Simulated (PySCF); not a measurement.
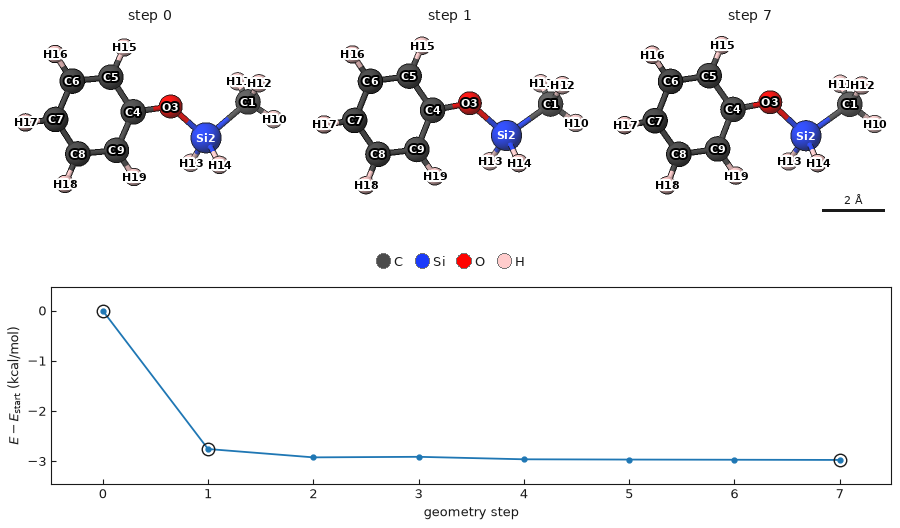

Frames of a relaxation of C7H10OSi, marked on the history of the run. Style: ball-and-stick. Shown at a tilt.

The start comes from GFN2-xTB.

Computed with PySCF, PBE0-D3(BJ)/def2-SVP geometry optimisation, gas phase. 

> Describe the path.

Over 7 geometry steps the energy falls by 2.98 kcal/mol. The largest move after the best rigid fit is that of H10, 0.16 Å. Largest moves by element: H 0.16 Å, O 0.14 Å, C 0.10 Å, Si 0.07 Å. Near-neighbour distances that change, for instance: Si2–O3 1.629 → 1.683 Å, C1–Si2 1.888 → 1.859 Å, Si2–H13 1.467 → 1.495 Å, C1–H10 1.085 → 1.101 Å. Bond angles that change, for instance: Si2–O3–C4 133.6° → 129.3°, C1–Si2–O3 102.5° → 105.8°. The run took roughly 5 core-minutes on a shared host. From step 0 to 1: H10 moves most (0.14 Å), energy −2.76 kcal/mol. From step 1 to 7: H10 moves most (0.05 Å), energy −0.22 kcal/mol.

```
step  E − E(0), kcal/mol
   0                0.00
   1               -2.76
   2               -2.92
   3               -2.91
   4               -2.96
   5               -2.97
   6               -2.97
   7               -2.98
```
